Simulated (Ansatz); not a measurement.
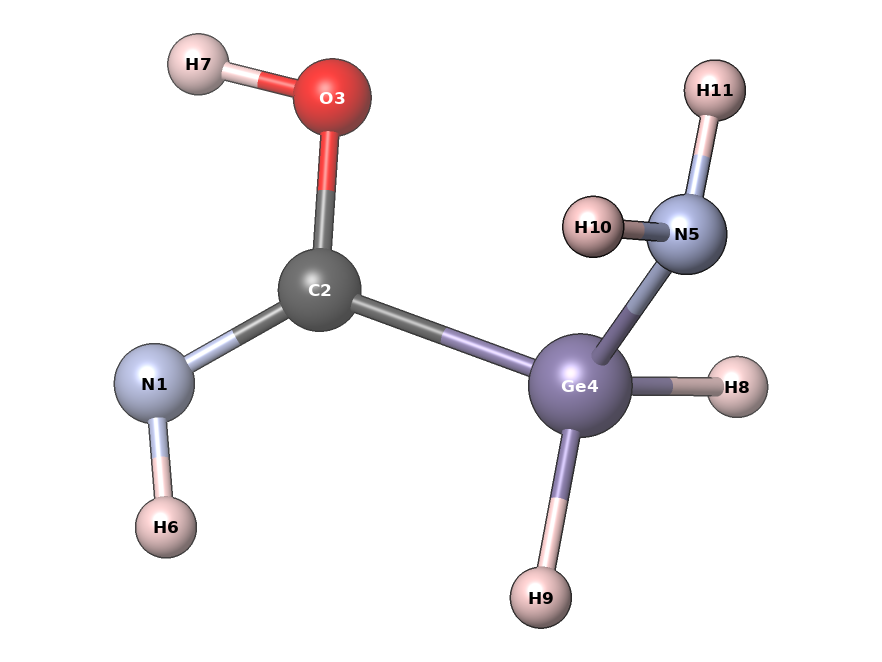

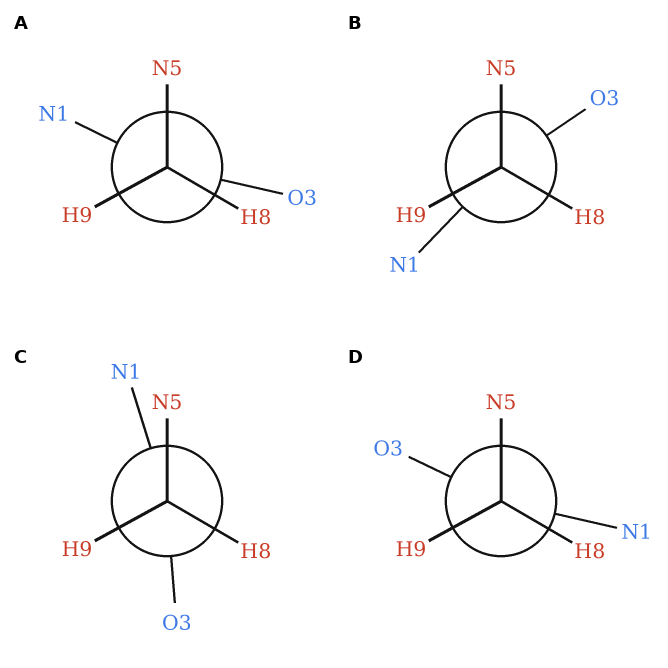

Atoms fade into the background with distance from the viewer. Bonds that would overlap in a projection are set slightly apart. Computed geometry: PBE-D4/def2-SVP optimisation. No frequency run is at hand to confirm it as a minimum.

### Which Newman projection shows the view along Ge4–C2, with Ge4 in front?

B. The torsion angle N5–Ge4–C2–O3 is 56°, synclinal (gauche).
